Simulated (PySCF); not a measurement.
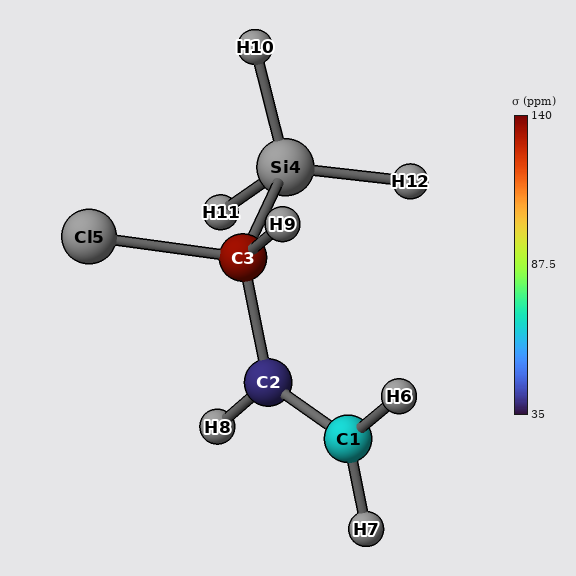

Atoms are coloured by their isotropic NMR shieldings (C only, the others grey). The computed structure is the end point of a GFN2-xTB optimisation. No frequency run is at hand to confirm it as a minimum. Level of theory: GIAO PBE0/pcSseg-1 NMR shielding, non-relativistic, gas phase (PySCF 2.14.0).

Give the isotropic NMR shieldings of the C atoms atom by atom.

```
atom  σ (ppm)
  C1     65.8
  C2     39.6
  C3    135.2
```

The geometry is semi-empirical. Around Si such bond lengths and angles can be off by a tenth of an ångström or more and by several degrees, and values that hang on the shape move with them.
